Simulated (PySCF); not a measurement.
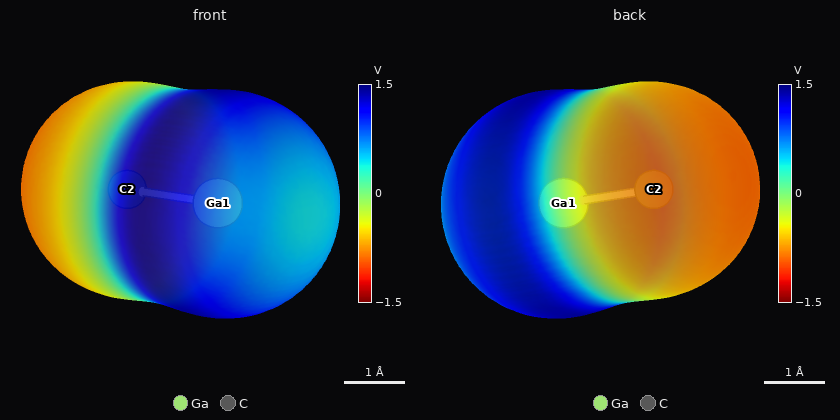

Figure 1: GaC (quartet). The molecular electrostatic potential painted on the density surface at 0.002 e/bohr³, seen from the front and from behind; red is negative and blue positive.

The calculation used PySCF 2.14.0, PBE0/cc-pVDZ(-PP), non-relativistic Hamiltonian with scalar-relativistic core potentials where named, at a bond length of 2.022 Å.

Question: Which sites attract a positive test charge, and which a negative one?

Answer: A positive charge is drawn to the negative regions and a negative charge to the positive ones. The most negative region (about −0.9 V) lies over C2, the most positive (about +1.4 V) over Ga1.
